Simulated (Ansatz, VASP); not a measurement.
**PbO in two plane-wave programs**

One calculation is typed for both programs; each brings its own data sets and cutoff. How far apart do they land? The cell comes out of the VASP series on this material, whose earlier steps may have relaxed, scaled or displaced it; both programs get it as it stands.

Main program and level: Ansatz 0.2.0; plane waves, with VASP 6.6.1 beside it; zone-centre phonons at LDA.

## Step 1: The starting structure

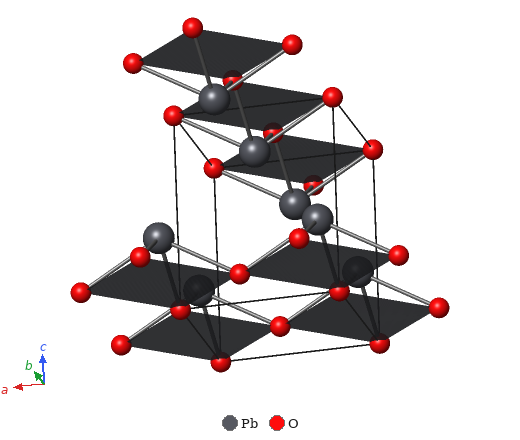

Start, viewed from a free direction; lead dark grey, oxygen red. 1×2×1 cells are drawn. Some periodic images of atoms are drawn too.

## Step 2: VASP: zone-centre phonons, LDA

Second derivatives magnify differences that forces hide, and they need a tight electronic threshold.

Lines of VASP's logs that name or quote its potential files are left out, and so is its time.

Input file INCAR:

```
SYSTEM = PbO
PREC = Accurate
ENCUT = 520
EDIFF = 1E-08
NELM = 100
ISMEAR = 0
SIGMA = 0.02
LREAL = .FALSE.
ALGO = Normal
GGA = CA
NBANDS = 26
LORBIT = 11
LWAVE = .FALSE.
LCHARG = .FALSE.
KPAR = 4
IBRION = 8
LEPSILON = .TRUE.
```

Input file POSCAR:

```
PbO
1.0
    3.9900000000      0.0000000000      0.0000000000
    0.0000000000      3.9900000000      0.0000000000
    0.0000000000      0.0000000000      5.0100000000
Pb O
2 2
Direct
    0.0000000000      0.5000000000      0.2333557641
    0.5000000000      0.0000000000      0.7666442359
    0.0000000000      0.0000000000      0.0000000000
    0.5000000000      0.5000000000      0.0000000000
```

Input file KPOINTS:

```
Automatic mesh
0
Gamma
10 10 8
0 0 0
```

PAW data sets: Pb_d and O (LDA family, release 64).

Command:

```bash
$ mpirun -np 4 vasp_std
```

Numbers of over 12 decimals in the logs are rounded to 6 here.

The log of the run:

```text
[banner, memory and clock lines left out]
running    4 mpi-ranks, on    1 nodes
 distrk:  each k-point on    1 cores,    4 groups
 distr:  one band on    1 cores,    1 groups

 POSCAR found type information on POSCAR PbO
 POSCAR found :  2 types and       4 ions
 LDA part: xc-table for (Slater(with rela. corr.)+CA(PZ))
 , standard interpolation
 POSCAR, INCAR and KPOINTS ok, starting setup
 FFT: planning ... GRIDC
 FFT: planning ... GRID_SOFT
 FFT: planning ... GRID
 WAVECAR not read
 entering main loop
       N       E                     dE             d eps       ncg     rms          rms(c)
DAV:   1     0.458040168950E+03    0.45804E+03   -0.19966E+04  5460   0.182E+03
DAV:   2     0.337494470620E+02   -0.42429E+03   -0.41223E+03  5624   0.467E+02
DAV:   3    -0.261243953972E+02   -0.59874E+02   -0.58455E+02  7096   0.190E+02
DAV:   4    -0.287457353365E+02   -0.26213E+01   -0.26100E+01  6400   0.412E+01
DAV:   5    -0.288185294267E+02   -0.72794E-01   -0.72730E-01  6748   0.737E+00    0.119E+01
DAV:   6    -0.246790746790E+02    0.41395E+01   -0.25744E+01  8162   0.424E+01    0.539E+00
DAV:   7    -0.244562057374E+02    0.22287E+00   -0.29575E+00  6952   0.129E+01    0.243E+00
DAV:   8    -0.244065717542E+02    0.49634E-01   -0.66510E-01  6086   0.544E+00    0.954E-01
DAV:   9    -0.243880980461E+02    0.18474E-01   -0.85716E-02  8726   0.256E+00    0.240E-01
DAV:  10    -0.243891133908E+02   -0.10153E-02   -0.13465E-02  6514   0.807E-01    0.892E-02
DAV:  11    -0.243888641155E+02    0.24928E-03   -0.22861E-03  9368   0.405E-01    0.638E-02
DAV:  12    -0.243888202952E+02    0.43820E-04   -0.21767E-04  8044   0.148E-01    0.374E-02
DAV:  13    -0.243888048143E+02    0.15481E-04   -0.95511E-05  8296   0.767E-02    0.537E-03
DAV:  14    -0.243888045967E+02    0.21765E-06   -0.60120E-06  8380   0.310E-02    0.397E-03
DAV:  15    -0.243888043327E+02    0.26401E-06   -0.10918E-06  8066   0.122E-02    0.623E-04
DAV:  16    -0.243888043347E+02   -0.20109E-08   -0.11495E-07  7016   0.287E-03    0.168E-04
DAV:  17    -0.243888043347E+02   -0.38199E-10   -0.42764E-09  2976   0.566E-04
   1 F= -.24388804E+02 E0= -.24388804E+02  d E =-.108462E-28
 Linear response reoptimize wavefunctions to high precision
DAV:   1    -0.243888043348E+02   -0.10004E-09   -0.10778E-09  3260   0.371E-04
DAV:   2    -0.243888043348E+02   -0.12733E-10   -0.28813E-10  2900   0.183E-04
 Linear response G [H, r] |phi>, progress :
  Direction:   1
       N       E                     dE             d eps       ncg     rms
RMM:   1    -0.142819340141E+03   -0.14282E+03    0.46517E+02  8149   0.184E+02
RMM:   2    -0.151320509343E+03   -0.85012E+01   -0.41264E+01  8577   0.488E+01
RMM:   3    -0.152210515545E+03   -0.89001E+00   -0.46677E+00  9046   0.167E+01
RMM:   4    -0.152283873395E+03   -0.73358E-01   -0.98548E-01  9474   0.667E+00
RMM:   5    -0.152321332744E+03   -0.37459E-01   -0.15593E-01  9301   0.243E+00
RMM:   6    -0.152324144018E+03   -0.28113E-02   -0.50926E-02  9596   0.125E+00
RMM:   7    -0.152324668147E+03   -0.52413E-03   -0.77725E-03  9744   0.451E-01
RMM:   8    -0.152324790291E+03   -0.12214E-03   -0.12220E-03  9657   0.152E-01
RMM:   9    -0.152324803565E+03   -0.13275E-04   -0.27153E-04  9565   0.702E-02
RMM:  10    -0.152324804024E+03   -0.45850E-06   -0.15334E-04  9933   0.340E-02
RMM:  11    -0.152324806720E+03   -0.26958E-05   -0.13782E-04  9863   0.183E-02
RMM:  12    -0.152324804362E+03    0.23575E-05   -0.81634E-05  9715   0.104E-02
RMM:  13    -0.152324804103E+03    0.25926E-06   -0.10313E-04  8709   0.545E-03
RMM:  14    -0.152324804598E+03   -0.49535E-06   -0.12315E-04  7867   0.342E-03
RMM:  15    -0.152324804585E+03    0.13522E-07   -0.13082E-04  7462   0.269E-03
RMM:  16    -0.152324804071E+03    0.51336E-06   -0.13734E-04  7158   0.232E-03
RMM:  17    -0.152324802453E+03    0.16187E-05   -0.48001E-05  6932   0.213E-03
RMM:  18    -0.152324803134E+03   -0.68164E-06    0.22704E-05  6829   0.206E-03
RMM:  19    -0.152324803281E+03   -0.14647E-06   -0.17030E-05  6666   0.200E-03
RMM:  20    -0.152324803426E+03   -0.14532E-06    0.16639E-07  6533   0.199E-03
 Linear response G [H, r] |phi>, progress :
  Direction:   2
       N       E                     dE             d eps       ncg     rms
RMM:   1    -0.158094232704E+03   -0.15809E+03    0.30311E+02  8199   0.179E+02
RMM:   2    -0.155836670370E+03    0.22576E+01   -0.38099E+01  8670   0.484E+01
RMM:   3    -0.156839573636E+03   -0.10029E+01   -0.38296E+00  9064   0.167E+01
RMM:   4    -0.156953686238E+03   -0.11411E+00   -0.96059E-01  9376   0.676E+00
RMM:   5    -0.156987217599E+03   -0.33531E-01   -0.17031E-01  9331   0.247E+00
RMM:   6    -0.156989574421E+03   -0.23568E-02   -0.49822E-02  9550   0.119E+00
RMM:   7    -0.156989923100E+03   -0.34868E-03   -0.91615E-03  9631   0.493E-01
RMM:   8    -0.156990062944E+03   -0.13984E-03   -0.12652E-03  9611   0.164E-01
RMM:   9    -0.156990072328E+03   -0.93834E-05   -0.23893E-04  9507   0.705E-02
[...]
RMM:   5    -0.133732383832E+01   -0.81724E-02   -0.20357E-03 13963   0.815E-01    0.458E-02
RMM:   6    -0.134254576766E+01   -0.52219E-02   -0.22880E-04 15168   0.351E-01    0.218E-02
RMM:   7    -0.134256303631E+01   -0.17269E-04   -0.25303E-04 15882   0.137E-01    0.117E-02
RMM:   8    -0.134253454635E+01    0.28490E-04   -0.73221E-05 15787   0.590E-02    0.264E-03
[...]
RMM:   6    -0.333942177415E+00   -0.11507E-04    0.12365E-05 22396   0.216E-02    0.165E-03
RMM:   7    -0.333959609275E+00   -0.17432E-04   -0.82498E-07 22957   0.914E-03    0.462E-04
RMM:   8    -0.333958987806E+00    0.62147E-06    0.66251E-07 22872   0.376E-03    0.875E-05
RMM:   9    -0.333959432149E+00   -0.44434E-06   -0.16838E-06 23032   0.146E-03    0.487E-05
RMM:  10    -0.333959693860E+00   -0.26171E-06   -0.40329E-07 22953   0.608E-04    0.223E-05
RMM:  11    -0.333959695871E+00   -0.20107E-08   -0.35069E-07 22955   0.302E-04    0.111E-05
RMM:  12    -0.333959496948E+00    0.19892E-06    0.22864E-07 23025   0.165E-04    0.229E-06
RMM:  13    -0.333959528955E+00   -0.32007E-07    0.17411E-08 23771   0.969E-05    0.140E-06
RMM:  14    -0.333959546589E+00   -0.17634E-07    0.95816E-08 24766   0.627E-05    0.536E-07
RMM:  15    -0.333959536854E+00    0.97353E-08    0.43841E-08 26171   0.444E-05    0.286E-07
 first order change of Fermi-energy  -0.47869E-01
 force on displaced ion       1 direction 1 :  -4.859   0.000  -0.000
 Born effective charge ion    1 direction 1 :   3.160   0.000   0.000
 Linear response progress:
  Degree of freedom:   2/  4
       N       E                     dE             d eps       ncg     rms          rms(c)
RMM:   1    -0.340093557903E+00   -0.34009E+00   -0.38956E-02  7772   0.537E+00
RMM:   2    -0.342772071269E+00   -0.26785E-02   -0.26279E-02  8544   0.122E+00    0.934E-02
RMM:   3    -0.342239199844E+00    0.53287E-03   -0.26455E-03  9243   0.404E-01    0.499E-02
RMM:   4    -0.341678709863E+00    0.56049E-03   -0.37783E-04  8872   0.174E-01    0.188E-02
RMM:   5    -0.341600116465E+00    0.78593E-04   -0.15156E-05  9552   0.689E-02    0.913E-03
RMM:   6    -0.341624891042E+00   -0.24775E-04    0.15089E-05  8981   0.311E-02    0.345E-03
RMM:   7    -0.341643002666E+00   -0.18112E-04   -0.53859E-06  9580   0.139E-02    0.122E-03
RMM:   8    -0.341647968441E+00   -0.49658E-05   -0.23316E-06  8530   0.634E-03    0.436E-04
RMM:   9    -0.341653485383E+00   -0.55169E-05    0.88571E-07  9582   0.270E-03    0.110E-04
RMM:  10    -0.341655479286E+00   -0.19939E-05   -0.81877E-07  9258   0.110E-03    0.588E-05
RMM:  11    -0.341655721266E+00   -0.24198E-06   -0.47449E-07  9325   0.563E-04    0.145E-05
RMM:  12    -0.341655745843E+00   -0.24577E-07   -0.26582E-07  9852   0.247E-04    0.105E-05
RMM:  13    -0.341655732069E+00    0.13774E-07   -0.21169E-07  9634   0.125E-04    0.401E-06
RMM:  14    -0.341655703945E+00    0.28124E-07   -0.74995E-08  9979   0.700E-05    0.282E-06
RMM:  15    -0.341655761793E+00   -0.57848E-07   -0.62247E-08  9141   0.474E-05    0.564E-07
RMM:  16    -0.341655727156E+00    0.34637E-07   -0.33993E-08  9778   0.363E-05    0.949E-07
RMM:  17    -0.341655742728E+00   -0.15572E-07   -0.13674E-09 10047   0.300E-05    0.313E-07
RMM:  18    -0.341655731009E+00    0.11719E-07   -0.25344E-09  9748   0.261E-05    0.937E-08
 first order change of Fermi-energy  -0.16385E+00
 force on displaced ion       1 direction 3 :   0.000   0.000 -12.331
 Born effective charge ion    1 direction 3 :   0.000   0.000   2.244
 Linear response progress:
  Degree of freedom:   3/  4
       N       E                     dE             d eps       ncg     rms          rms(c)
RMM:   1    -0.365818243600E+00   -0.36582E+00    0.35124E-01 28618   0.326E+00
RMM:   2    -0.359619502627E+00    0.61987E-02   -0.10635E-02 19145   0.808E-01    0.105E-01
RMM:   3    -0.360724931619E+00   -0.11054E-02   -0.21146E-03 21694   0.347E-01    0.565E-02
RMM:   4    -0.362114978281E+00   -0.13900E-02   -0.71423E-04 19446   0.171E-01    0.122E-02
RMM:   5    -0.361973042054E+00    0.14194E-03   -0.88357E-05 22813   0.717E-02    0.437E-03
RMM:   6    -0.361964925564E+00    0.81165E-05   -0.15128E-05 22961   0.262E-02    0.113E-03
RMM:   7    -0.361977737584E+00   -0.12812E-04   -0.30190E-06 23756   0.104E-02    0.619E-04
RMM:   8    -0.361972520708E+00    0.52169E-05   -0.12371E-07 23107   0.379E-03    0.185E-04
RMM:   9    -0.361973591462E+00   -0.10708E-05    0.41849E-08 24093   0.140E-03    0.113E-04
RMM:  10    -0.361974625341E+00   -0.10339E-05   -0.34730E-09 23664   0.585E-04    0.479E-05
RMM:  11    -0.361974362328E+00    0.26301E-06   -0.47778E-08 23739   0.256E-04    0.181E-05
RMM:  12    -0.361974261087E+00    0.10124E-06    0.13397E-09 24074   0.112E-04    0.684E-06
RMM:  13    -0.361974220248E+00    0.40840E-07   -0.17537E-08 24227   0.560E-05    0.116E-06
RMM:  14    -0.361974261656E+00   -0.41408E-07   -0.17114E-08 23008   0.321E-05    0.617E-07
RMM:  15    -0.361974234358E+00    0.27298E-07   -0.15656E-08 17320   0.230E-05    0.125E-07
RMM:  16    -0.361974275074E+00   -0.40716E-07   -0.15697E-08 14308   0.199E-05    0.987E-08
 first order change of Fermi-energy  -0.93532E-01
 force on displaced ion       3 direction 1 :  -6.583   0.000  -0.000
 Born effective charge ion    3 direction 1 :  -3.160   0.000  -0.000
 Linear response progress:
  Degree of freedom:   4/  4
       N       E                     dE             d eps       ncg     rms          rms(c)
RMM:   1    -0.368504810954E+00   -0.36850E+00    0.37139E-01 20426   0.323E+00
RMM:   2    -0.363592740813E+00    0.49121E-02   -0.97407E-03 13376   0.765E-01    0.981E-02
RMM:   3    -0.364516097086E+00   -0.92336E-03   -0.19891E-03 15480   0.340E-01    0.499E-02
RMM:   4    -0.365764900514E+00   -0.12488E-02   -0.85546E-04 14389   0.170E-01    0.106E-02
RMM:   5    -0.365621816548E+00    0.14308E-03   -0.97294E-05 15265   0.799E-02    0.425E-03
RMM:   6    -0.365614749938E+00    0.70666E-05   -0.18487E-05 16426   0.278E-02    0.160E-03
RMM:   7    -0.365638160609E+00   -0.23411E-04   -0.48341E-06 15662   0.121E-02    0.725E-04
RMM:   8    -0.365638014852E+00    0.14576E-06   -0.79127E-07 15922   0.450E-03    0.281E-04
RMM:   9    -0.365636121545E+00    0.18933E-05   -0.87164E-08 16544   0.174E-03    0.158E-04
RMM:  10    -0.365638138225E+00   -0.20167E-05    0.26985E-08 14632   0.886E-04    0.466E-05
RMM:  11    -0.365638032198E+00    0.10603E-06    0.41531E-08 16394   0.370E-04    0.143E-05
RMM:  12    -0.365638094419E+00   -0.62222E-07    0.37184E-09 16647   0.156E-04    0.671E-06
RMM:  13    -0.365638096770E+00   -0.23510E-08    0.43141E-09 17171   0.662E-05    0.235E-06
 first order change of Fermi-energy  -0.34535E-01
 force on displaced ion       3 direction 3 :   0.000   0.000  -7.761
 Born effective charge ion    3 direction 3 :   0.000   0.000  -2.245
 Born effective charges drift removed
 Linear response finished
```

(Part 1 of 3 ends here.)

[Lines on the potential files, build, host, timing and source positions are cut from VASP's logs without a mark.]

[Logs are printed without paths, hosts, clocks, repeated set-up lines and the standing remarks that a program may print on its own settings, such as how far it seeks lower states.]

[Hosts, paths, dates, database ids (printed as entryN), source tags and the programs' standing remarks are cut or masked in the printed files.]
